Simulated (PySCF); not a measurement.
**C₃H₈BFS: electronic excitations and core binding energies**

Aim: predict the electronic excitations and core binding energies of C₃H₈BFS (`CCB(F)SC`).

Programs: PySCF 2.14.0, with density-fitted response routines of our own. Each step states its level of theory. These are calculated values for one molecule in the gas phase, unless marked as measured. Atoms count from 0, in the outputs and in this text.

### Step 1. The molecule as given

14 atoms, charge 0, multiplicity 1; geometry from: GFN2-xTB.

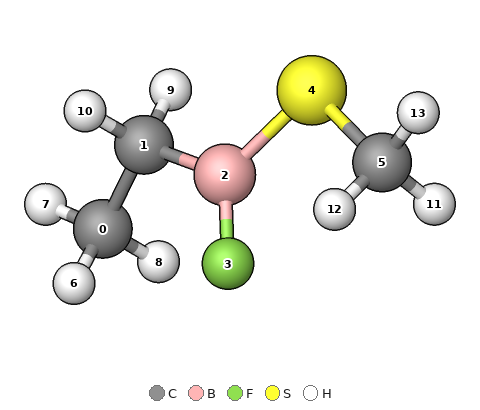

As it starts; carbon grey, boron pink, fluorine green, sulfur yellow, hydrogen white, atoms numbered.

### Step 2. Ultraviolet spectrum: CAM-B3LYP/def2-SVPD

What the job is given:

```
{"job": {"kind": "uv", "xc": "CAM-B3LYP", "basis": "def2-SVPD", "nstates": 8, "ntriplets": 3}, "charge": 0, "multiplicity": 1}
C     -2.446598     0.184601     0.099557
C     -1.183497     0.676480     0.815479
B      0.170802     0.271335     0.094759
F      0.221879    -0.795519    -0.697058
S      1.682700     1.192079     0.353807
C      2.887019     0.263688    -0.663882
H     -2.420630    -0.896034    -0.017456
H     -3.336718     0.450933     0.665032
H     -2.521546     0.629662    -0.889844
H     -1.240143     1.759034     0.949607
H     -1.176352     0.255990     1.827065
H      2.788105     0.575446    -1.698920
H      2.699407    -0.799881    -0.568847
H      3.874893     0.511739    -0.291466
```

With the program's defaults for keys left out, this is: TDDFT CAM-B3LYP/def2-SVPD, vertical, gas phase, core orbitals frozen in the response.

Run with:

```sh
$ OMP_NUM_THREADS=1 python probes_run.py task.json out
```

One launch serves the whole session: the jobs run in the order shown.

The program printed:

```text
coarse grid: 12016 points
cycle   1  E = -641.5949560797  dE =  5.145e-01  |g| = 4.833e-01  |ddm| = 4.740e+00
cycle   2  E = -641.5959309903  dE = -9.749e-04  |g| = 5.585e-01  |ddm| = 1.027e+00
cycle   3  E = -641.6461792351  dE = -5.025e-02  |g| = 5.844e-02  |ddm| = 4.427e-01
cycle   4  E = -641.6468096379  dE = -6.304e-04  |g| = 2.526e-02  |ddm| = 1.107e-01
cycle   5  E = -641.6469712923  dE = -1.617e-04  |g| = 4.301e-03  |ddm| = 3.716e-02
cycle   6  E = -641.6469766835  dE = -5.391e-06  |g| = 9.141e-04  |ddm| = 8.616e-03
final grid: 111160 points
cycle   7  E = -641.7225049523  dE = -3.731e-05  |g| = 3.495e-03  |ddm| = 5.273e-02
cycle   8  E = -641.7225056698  dE = -7.175e-07  |g| = 3.171e-03  |ddm| = 1.030e-02
cycle   9  E = -641.7225081069  dE = -2.437e-06  |g| = 2.181e-04  |ddm| = 3.987e-03
cycle  10  E = -641.7225081151  dE = -8.258e-09  |g| = 1.851e-04  |ddm| = 5.207e-04
cycle  11  E = -641.7225081215  dE = -6.368e-09  |g| = 2.825e-05  |ddm| = 1.892e-04
cycle  12  E = -641.7225081217  dE = -2.358e-10  |g| = 8.203e-06  |ddm| = 5.578e-05
converged SCF energy = -641.7225081217

Static polarisability (au): isotropic 72.293, principal 58.274 66.974 91.631

Singlet excitations
state   eV       nm        f      main configurations
  1   6.3230    196.1   0.01851   H->L 0.53, H->L+2 0.30
  2   6.5465    189.4   0.17027   H->L+1 0.79, H->L 0.10
  3   6.8758    180.3   0.02322   H-1->L+1 0.33, H->L 0.17, H->L+2 0.16
  4   6.9384    178.7   0.02308   H-1->L+1 0.30, H->L+2 0.30, H-1->L 0.11
  5   7.7892    159.2   0.00423   H->L+3 0.70, H->L+5 0.10
  6   7.8481    158.0   0.02972   H-1->L 0.53, H-1->L+1 0.23
  7   7.9949    155.1   0.02767   H->L+4 0.94
  8   8.0663    153.7   0.00816   H-2->L+1 0.54, H-2->L 0.29

Triplet excitations (Tamm-Dancoff, eV): 5.2952 5.8858 6.4411
```

It took 46 s on 1 thread of Arm Neoverse N1, shared host; peak memory 0.87 GiB.

The orbitals next to the gap, with their largest atomic shares:

| orbital | eV | atoms |
| --- | --- | --- |
| HOMO−3 | -11.29 | C0 27 %, C1 25 %, H6 14 % |
| HOMO−2 | -10.68 | S4 37 %, C5 15 %, C1 14 % |
| HOMO−1 | -9.98 | S4 36 %, B2 18 %, C1 14 % |
| HOMO | -8.74 | S4 66 %, B2 12 %, C5 10 % |
| LUMO | 0.77 | B2 37 %, S4 19 %, F3 7 % |
| LUMO+1 | 1.08 | B2 33 %, S4 27 %, F3 13 % |
| LUMO+2 | 1.32 | S4 49 %, B2 11 %, C5 8 % |

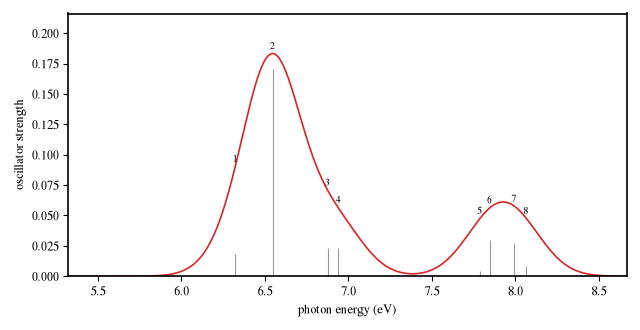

Absorption spectrum from the 8 singlet states computed; above the last one it falls off for lack of states. Lines are broadened to a width of 0.40 eV (Gaussian).

Further results of this job:

| property | computed |
| --- | --- |
| dipole moment (D) | 0.45 |
| polarisability (Å³) | 10.71 |
| HOMO–LUMO gap (eV) | 9.52 |
| −ε(HOMO) (eV) | 8.74 |

### Step 3. Core holes by ΔSCF: SCAN, X2C

Settings changed since step 2:

```diff
@@ -1,2 +1,2 @@
-{"job": {"kind": "uv", "xc": "CAM-B3LYP", "basis": "def2-SVPD", "nstates": 8, "ntriplets": 3}, "charge": 0, "multiplicity": 1}
+{"job": {"kind": "xps"}, "charge": 0, "multiplicity": 1}
 C     -2.446598     0.184601     0.099557
```

Level: delta-SCF UKS SCAN, pcX-2 on the ionised atom, pcseg-1 elsewhere, spin-free X2C.

The program printed:

```text
ground state, core basis on atom 0 (C), 159 functions
  cycle   1  E = -643.01287450  |g| = 5.94e-01
  cycle   2  E = -642.93736201  |g| = 8.73e-01
  cycle   3  E = -643.09049023  |g| = 1.36e-01
  cycle   4  E = -643.09423964  |g| = 3.45e-02
  cycle   5  E = -643.09446764  |g| = 1.11e-02
  cycle   6  E = -643.09450046  |g| = 3.00e-03
  cycle   7  E = -643.09450322  |g| = 1.13e-03
  cycle   8  E = -643.09450356  |g| = 4.21e-04
  E(ground) = -643.11196768 Eh
hole in C 1s of atom 0
  cycle   1  E = -631.86254895  |g| = 1.50e+00
  cycle   2  E = -631.28818436  |g| = 1.74e+00
  cycle   3  E = -632.37388076  |g| = 3.22e-01
  cycle   4  E = -632.39904876  |g| = 1.81e-01
  cycle   5  E = -632.41731813  |g| = 6.58e-02
  cycle   6  E = -632.41960378  |g| = 1.63e-02
  cycle   7  E = -632.41970412  |g| = 7.86e-03
  cycle   8  E = -632.41972686  |g| = 3.56e-03
  cycle   9  E = -632.41973159  |g| = 1.13e-03
  cycle  10  E = -632.41973335  |g| = 7.38e-04
  cycle  11  E = -632.41973416  |g| = 3.03e-04
  E(ion) = -632.43621426 Eh   <S^2> = 0.7678   hole on atom = 1.000   binding energy = 290.502 eV
ground state, core basis on atom 1 (C), 159 functions
  cycle   1  E = -643.09459736  |g| = 5.91e-02
  cycle   2  E = -643.09453665  |g| = 2.58e-02
  cycle   3  E = -643.09459959  |g| = 2.04e-02
  cycle   4  E = -643.09470404  |g| = 1.64e-03
  cycle   5  E = -643.09470180  |g| = 2.89e-04
  E(ground) = -643.11210417 Eh
hole in C 1s of atom 1
  cycle   1  E = -631.86559722  |g| = 1.51e+00
  cycle   2  E = -631.15490873  |g| = 1.83e+00
  cycle   3  E = -632.35414701  |g| = 3.96e-01
  cycle   4  E = -632.38458435  |g| = 2.77e-01
  cycle   5  E = -632.42976279  |g| = 5.92e-02
  cycle   6  E = -632.43117860  |g| = 3.56e-02
  cycle   7  E = -632.43166910  |g| = 8.93e-03
  cycle   8  E = -632.43169840  |g| = 3.33e-03
  cycle   9  E = -632.43170510  |g| = 1.06e-03
  cycle  10  E = -632.43170655  |g| = 5.29e-04
  cycle  11  E = -632.43170626  |g| = 1.87e-04
  E(ion) = -632.44771086 Eh   <S^2> = 0.7676   hole on atom = 1.000   binding energy = 290.193 eV
ground state, core basis on atom 2 (B), 159 functions
  cycle   1  E = -643.09287397  |g| = 5.83e-02
  cycle   2  E = -643.09221652  |g| = 6.26e-02
  cycle   3  E = -643.09321621  |g| = 1.85e-02
  cycle   4  E = -643.09330621  |g| = 4.61e-03
  cycle   5  E = -643.09330975  |g| = 7.57e-04
  cycle   6  E = -643.09331292  |g| = 2.16e-04
  E(ground) = -643.11189868 Eh
hole in B 1s of atom 2
  cycle   1  E = -635.42836786  |g| = 1.18e+00
  cycle   2  E = -633.80442521  |g| = 2.01e+00
  cycle   3  E = -635.66663474  |g| = 5.05e-01
  cycle   4  E = -635.71700466  |g| = 4.47e-01
  cycle   5  E = -635.83735207  |g| = 1.34e-01
  cycle   6  E = -635.84365005  |g| = 4.12e-02
  cycle   7  E = -635.84425602  |g| = 1.81e-02
  cycle   8  E = -635.84449309  |g| = 8.14e-03
  cycle   9  E = -635.84455712  |g| = 4.34e-03
  cycle  10  E = -635.84458399  |g| = 2.56e-03
  cycle  11  E = -635.84459181  |g| = 1.74e-03
  cycle  12  E = -635.84459391  |g| = 4.18e-04
  E(ion) = -635.86531321 Eh   <S^2> = 0.8305   hole on atom = 1.000   binding energy = 197.190 eV
ground state, core basis on atom 3 (F), 159 functions
  cycle   1  E = -643.13811579  |g| = 1.24e-01
  cycle   2  E = -643.13721585  |g| = 9.71e-02
  cycle   3  E = -643.13785545  |g| = 6.80e-02
  cycle   4  E = -643.13847103  |g| = 3.62e-03
  cycle   5  E = -643.13847614  |g| = 7.05e-04
  cycle   6  E = -643.13847644  |g| = 2.17e-04
  E(ground) = -643.15846777 Eh
hole in F 1s of atom 3
  cycle   1  E = -616.77534170  |g| = 2.58e+00
  cycle   2  E = -616.46477559  |g| = 2.22e+00
  cycle   3  E = -617.46881678  |g| = 5.66e-01
  cycle   4  E = -617.45946542  |g| = 5.60e-01
  cycle   5  E = -617.66903019  |g| = 6.20e-02
  cycle   6  E = -617.67077272  |g| = 4.07e-02
  cycle   7  E = -617.67170151  |g| = 7.49e-03
  cycle   8  E = -617.67172774  |g| = 2.97e-03
  cycle   9  E = -617.67173342  |g| = 1.11e-03
  cycle  10  E = -617.67173435  |g| = 1.99e-04
  E(ion) = -617.69855246 Eh   <S^2> = 0.7564   hole on atom = 1.000   binding energy = 692.800 eV
ground state, core basis on atom 4 (S), 170 functions
  cycle   1  E = -643.24118699  |g| = 4.17e-01
  cycle   2  E = -643.23780392  |g| = 1.82e-01
  cycle   3  E = -643.23503932  |g| = 2.25e-01
  cycle   4  E = -643.24303309  |g| = 1.38e-02
  cycle   5  E = -643.24308358  |g| = 5.88e-03
  cycle   6  E = -643.24308942  |g| = 5.88e-04
  cycle   7  E = -643.24309184  |g| = 2.90e-04
  E(ground) = -643.24659930 Eh
hole in S 1s of atom 4
  cycle   1  E = -551.00933969  |g| = 5.08e+00
  cycle   2  E = -549.85481897  |g| = 2.61e+00
  cycle   3  E = -545.49154547  |g| = 2.59e+00
  cycle   4  E = -552.19691241  |g| = 2.29e-01
  cycle   5  E = -552.19959876  |g| = 2.13e-01
  cycle   6  E = -552.22474843  |g| = 4.10e-02
  cycle   7  E = -552.22542796  |g| = 1.69e-02
  cycle   8  E = -552.22554881  |g| = 6.34e-03
  cycle   9  E = -552.22556394  |g| = 2.28e-03
  cycle  10  E = -552.22556523  |g| = 4.94e-04
  E(ion) = -552.22077275 Eh   <S^2> = 0.7515   hole on atom = 1.000   binding energy = 2476.939 eV
hole in S 2p of atom 4
  cycle   1  E = -636.56155051  |g| = 1.52e+00
  cycle   2  E = -636.22834923  |g| = 1.44e+00
  cycle   3  E = -636.90383643  |g| = 4.40e-01
  cycle   4  E = -636.98973368  |g| = 1.96e-01
  cycle   5  E = -636.99993867  |g| = 9.24e-02
  cycle   6  E = -637.00283767  |g| = 2.92e-02
  cycle   7  E = -637.00320649  |g| = 7.78e-03
  cycle   8  E = -637.00324197  |g| = 2.09e-03
  cycle   9  E = -637.00324474  |g| = 1.69e-03
  cycle  10  E = -637.00324778  |g| = 5.71e-04
  cycle  11  E = -637.00324711  |g| = 2.22e-04
  E(ion) = -637.01329487 Eh   <S^2> = 0.7553   hole on atom = 1.001   binding energy = 169.617 eV
  2p3/2 = 169.059 eV   2p1/2 = 170.297 eV
ground state, core basis on atom 5 (C), 159 functions
  cycle   1  E = -643.09476411  |g| = 6.36e-02
  cycle   2  E = -643.09429881  |g| = 5.10e-02
  cycle   3  E = -643.09481984  |g| = 2.80e-02
  cycle   4  E = -643.09503386  |g| = 6.22e-03
  cycle   5  E = -643.09503803  |g| = 6.29e-04
  cycle   6  E = -643.09503865  |g| = 8.69e-05
  E(ground) = -643.11244590 Eh
hole in C 1s of atom 5
  cycle   1  E = -631.81711389  |g| = 1.50e+00
  cycle   2  E = -630.53122707  |g| = 2.07e+00
  cycle   3  E = -632.23215280  |g| = 5.12e-01
  cycle   4  E = -632.33249357  |g| = 3.00e-01
  cycle   5  E = -632.38462908  |g| = 7.28e-02
  cycle   6  E = -632.38660063  |g| = 3.08e-02
  cycle   7  E = -632.38692088  |g| = 1.22e-02
  cycle   8  E = -632.38697986  |g| = 3.51e-03
  cycle   9  E = -632.38698968  |g| = 1.44e-03
  cycle  10  E = -632.38699263  |g| = 8.24e-04
  cycle  11  E = -632.38699276  |g| = 2.70e-04
  E(ion) = -632.40548742 Eh   <S^2> = 0.7741   hole on atom = 1.000   binding energy = 291.351 eV
```

Run time: 1.9 min. Hardware: 1 thread of Arm Neoverse N1, shared host; peak memory 0.62 GiB.

Binding energies by hole, beside the orbital energy of the ground state; the difference holds orbital relaxation and, for a density functional, its self-interaction error:

```
     hole  stands for                environment  ΔSCF (eV; 2p as the shell's mean)  −ε (eV)   ⟨S²⟩
C1s on C0          C0              methyl carbon                             290.50    273.3  0.768
C1s on C1          C1        sp3 CH2 bonded to B                             290.19    273.2  0.768
B1s on B2          B2    boron bonded to C, F, S                             197.19    181.6  0.830
F1s on F3          F3       fluorine bonded to B                             692.80    667.0  0.756
S1s on S4          S4      sulfur bonded to C, B                            2476.94   2414.8  0.751
S2p on S4          S4      sulfur bonded to C, B                             169.47    158.0  0.755
C1s on C5          C5  methyl carbon bonded to S                             291.35    274.5  0.774
```

With the spin-orbit splitting: S4 2p3/2 169.06, 2p1/2 170.30 eV. The table gives each 2p level as the mean over the whole 2p shell (two parts 2p3/2, one part 2p1/2), which differs a little from the single hole in the log.

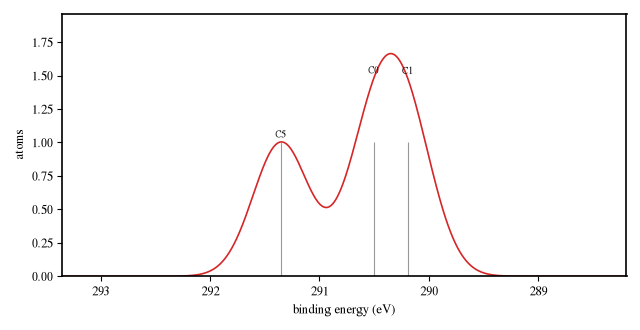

The C1s photoelectron lines, weighted by the number of atoms. Lines are broadened to a width of 0.60 eV (Gaussian).

### Step 4. Outcome

| quantity | value |
| --- | --- |
| lowest singlet (CAM-B3LYP/def2-SVPD) | 6.32 eV (196 nm), f = 0.019 |
| brightest single state of those computed | state 2, 6.55 eV, f = 0.170 |
| lowest triplet | 5.30 eV |
| C1s binding energies, SCAN/pcX-2 | C5 291.35, C0 290.50, C1 290.19 eV |
| B1s binding energies, SCAN/pcX-2 | B2 197.19 eV |
| F1s binding energies, SCAN/pcX-2 | F3 692.80 eV |
| S1s binding energies, SCAN/pcX-2 | S4 2476.94 eV |
| S2p binding energies, SCAN/pcX-2 | S4 169.47 eV |

The lowest singlet, at 6.32 eV, is HOMO→LUMO 0.53, HOMO→LUMO+2 0.30 and is weak; of the 8 states computed, the strongest absorption comes from state 2 at 6.55 eV. The lowest triplet lies 1.03 eV below the lowest singlet (triplets in Tamm-Dancoff, singlets in full TDDFT). C5 (methyl carbon bonded to S) binds its C1s electron 1.16 eV more tightly than C1 (sp3 CH2 bonded to B).
